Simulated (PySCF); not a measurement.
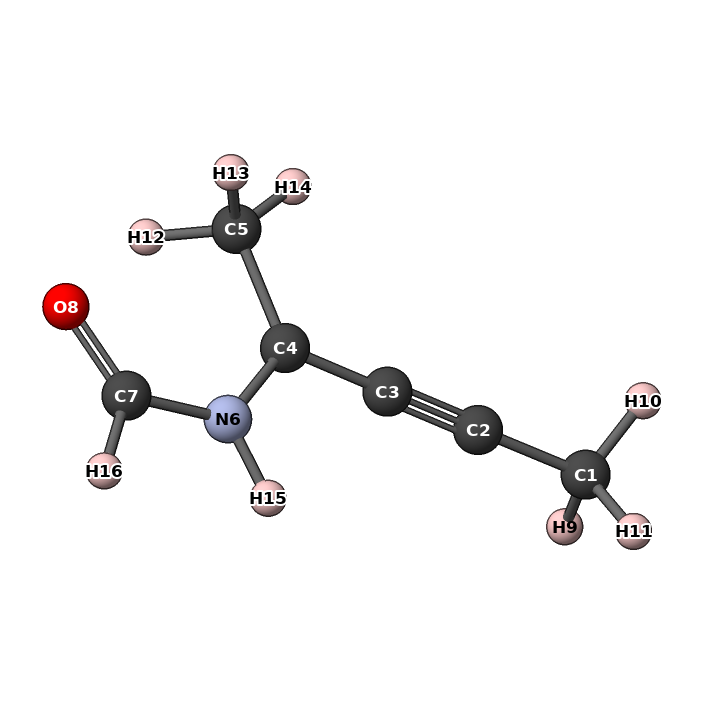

The questions are on Mulliken spin populations. State: neutral, doublet. Computed geometry: GFN2-xTB optimisation. No frequency run is at hand to confirm it as a minimum. Method: UKS B3LYP, pcH-1 on C H N O, non-relativistic (PySCF 2.14.0).

Which atom carries the largest spin population?

Answer. C4 (0.63 e).

Which atom has the lowest spin population?

Answer. C3 (−0.21 e); a negative value comes from spin polarisation.

Give the Mulliken spin populations atom by atom.

```csv
atom,value (e)
C1,−0.04
C2,0.42
C3,−0.21
C4,0.63
C5,−0.05
N6,0.00
C7,0.04
O8,0.10
H9,0.03
H10,0.01
H11,0.01
H12,0.03
H13,0.03
H14,0.00
H15,0.00
H16,0.00
```

Mulliken values depend strongly on the basis set.
